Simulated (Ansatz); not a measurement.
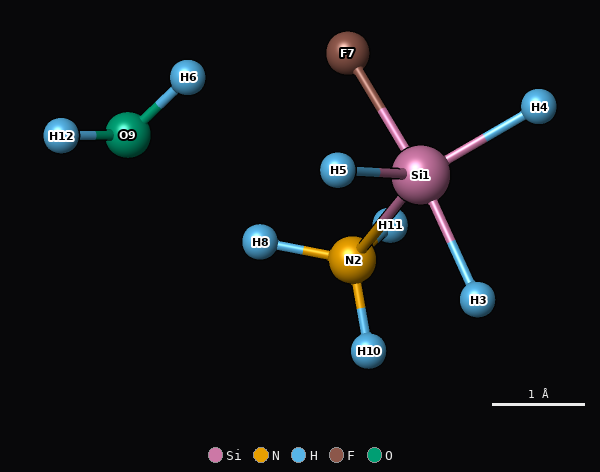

Figure 1. The structure (ball-and-stick view, seen at a tilt; atoms are numbered from 1 in the order of the input).

## Single-point calculation of SiNH8OF

System: SiNH8OF.
Method: RKS PBE0-D4/def2-TZVPP (Ansatz 0.2.0).

The geometry is the product side of a reaction. The reaction was set up to form Si1–F7, H6–O9 and N2–H8 and to break Si1–N2, H6–F7 and H8–O9 (atoms counted from 1 in the order of the input); sticks are drawn by distance alone. The geometry comes from this level: PBE0-D4/def2-TZVP.

What the program printed:
```
Functional definition: PBE0
  name "PBE0"
  cite "Adamo & Barone, J. Chem. Phys. 110, 6158 (1999) doi:10.1063/1.478522"
  cite "Perdew, Burke & Ernzerhof, Phys. Rev. Lett. 77, 3865 (1996) doi:10.1103/PhysRevLett.77.3865"
  parent pbe
  parameter a = 0.25
  parameter kappa = 0.804
  parameter beta = 0.06672455060314922
  exchange = (1 - a)*pbe_x(kappa = kappa, mu = beta*pi^2/3) + a*exact_x
  correlation = pbe_c(beta = beta)
1225 factors; their error is unknown
mean field evaluation 1: about -14248.4743 eV, gradient 7.1e1 eV
mean field evaluation 2: about -14241.8518 eV, gradient 9.4e1 eV
mean field evaluation 4: about -14256.5039 eV, gradient 3.4e0 eV
mean field evaluation 8: about -14256.5221 eV, gradient 6.7e-2 eV
mean field -14256.55482025 eV, -523.9187262042 hartree, gradient 8.6e-5 eV, S^2 0.000000; 0 other end points of the search recorded, 0 dependent functions left out
reference -14256.55485085 eV, -523.9187273289 hartree; 23, 23 occupied and 224, 224 virtual orbitals, 1225 factors
Total energy: -14256.70845384 eV, -523.9243721345 hartree
```

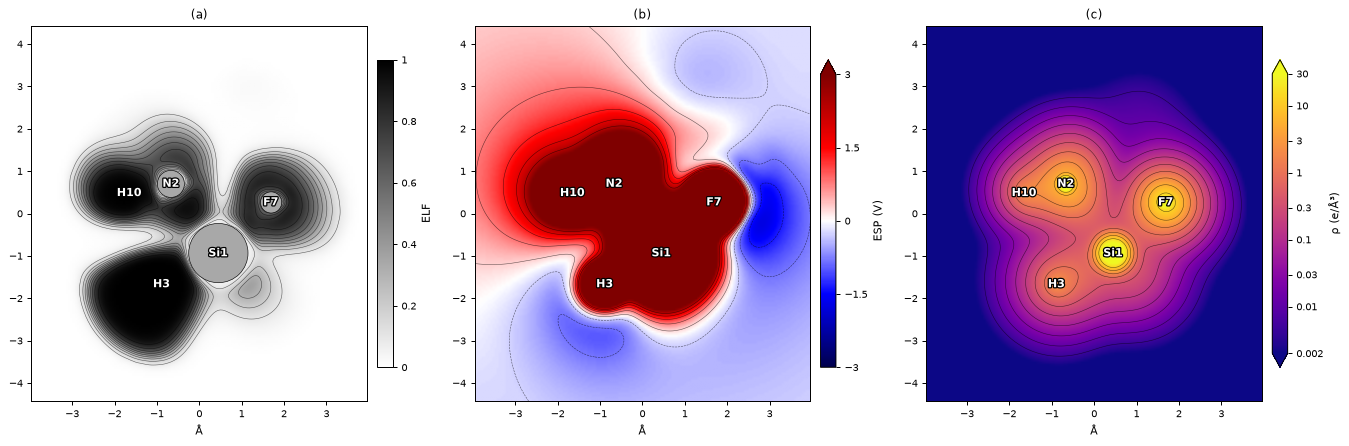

Figure 2. (a) ELF; (b) electrostatic potential; (c) electron density on the plane of atoms N2, Si1 and H3. Grey discs, where drawn, cover atomic cores. Atoms in the plane: Si, N, H and F.

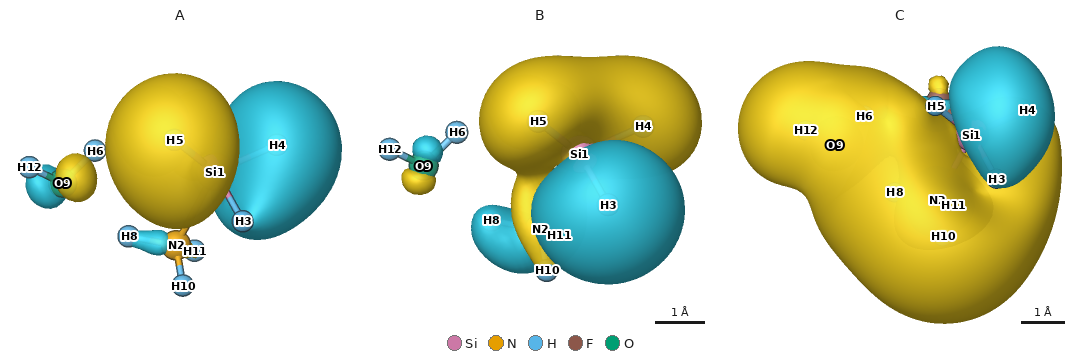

Figure 3. Three frontier orbitals at ±0.05 Å⁻³ᐟ² (yellow and cyan are the two phases). A is the HOMO−1 (−8.65 eV). It lies mainly on Si1 (30 %), H5 (25 %), F7 (20 %) and H4 (20 %). B is the HOMO (−7.19 eV). It lies mainly on H3 (35 %), Si1 (30 %) and H4 (10 %). C is the LUMO (0.06 eV). Its weight (Hirshfeld) is mainly on Si1 (20 %), H11 (20 %), H10 (15 %) and N2 (15 %). The HOMO–LUMO gap is 7.25 eV between the orbital energies.

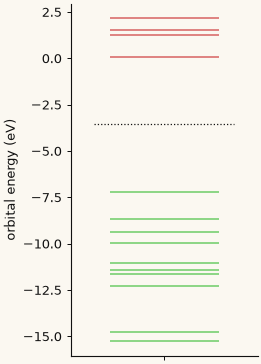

Figure 4. Orbital energies near the frontier; the dotted line parts filled from empty levels, and levels within 0.02 eV of each other stand side by side. Highest filled −7.19 eV, lowest empty 0.06 eV, 7.25 eV apart.

This output came from the following input.

Input:
```yaml
crystal:
  periodic: [false, false, false]
  atoms:
    - {symbol: Si, position_ang: [-1.134764, 0.530618, -0.549976]}
    - {symbol: N, position_ang: [0.197169, -0.931074, -0.637082]}
    - {symbol: H, position_ang: [-1.121202, 0.428337, -2.077634]}
    - {symbol: H, position_ang: [-2.599516, 0.290606, -0.398106]}
    - {symbol: H, position_ang: [-0.557224, 1.902995, -0.467331]}
    - {symbol: H, position_ang: [0.818032, 0.283605, 1.714197]}
    - {symbol: F, position_ang: [-0.906954, 0.257373, 1.140183]}
    - {symbol: H, position_ang: [1.006307, -0.676126, -0.049214]}
    - {symbol: O, position_ang: [1.732878, 0.014587, 1.518531]}
    - {symbol: H, position_ang: [0.485279, -1.120551, -1.589245]}
    - {symbol: H, position_ang: [-0.194136, -1.778429, -0.235892]}
    - {symbol: H, position_ang: [2.274229, 0.798161, 1.631567]}
basis:
  gaussian: {orbitals: def2-TZVPP}
hamiltonian: {xc: pbe0, dispersion: d4}
output: {orbitals: {seedname: orbitals}}
```

Launch command:
```bash
ansatz run in.yaml --threads 4 --pin off --events-out ev --progress --plain --max-ram 9574MiB
```

Results in brief:

- outcome: converged
- total energy: −14256.7085 eV
- mean-field energy: −14256.5549 eV
- dispersion energy: −0.1536 eV
- SCF solution under orbital rotations: stable
- HOMO: −7.19 eV
- LUMO: 0.06 eV
- hardware: 4 threads of Arm Neoverse V2, 23 GiB of memory available, shared host
- wall time: 2 s (CPU time 7.4 s)
- peak memory: 0.53 GiB
